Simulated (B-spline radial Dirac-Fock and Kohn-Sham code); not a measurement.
The ion Ne⁴⁺ in the configuration [He] 2s2 2p2. The calculation used independent-particle rates on relativistic LDA orbitals of the hole state (multipoles to L = 3), energies from Dirac–Fock ΔSCF (a B-spline radial atomic code).

A figure with this caption is to be made: «X-ray emission lines that fill a K (1s) hole, as sticks. Multiplet splitting by the open shell is left out.» What will it show?

The strongest line is K-L3 (Kα1) at 880.2 eV with 66.6 % of the photons, then K-L2 (Kα2) at 880.0 eV (33 %). The hole has a width of 0.113 eV and a fluorescence yield of 0.0188.

The result:

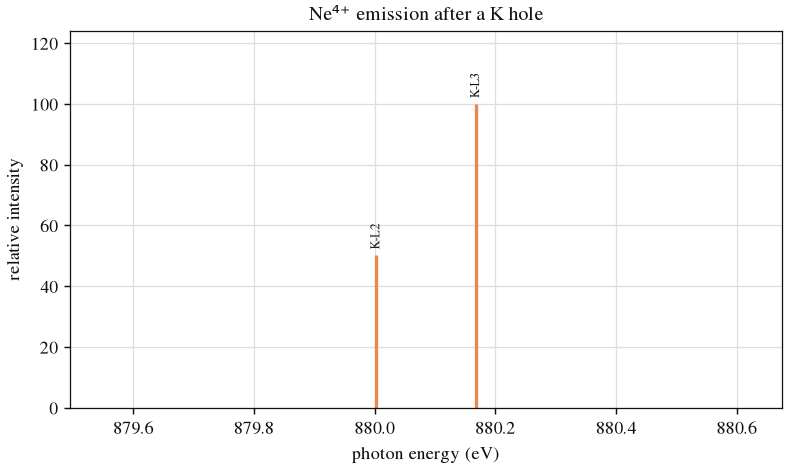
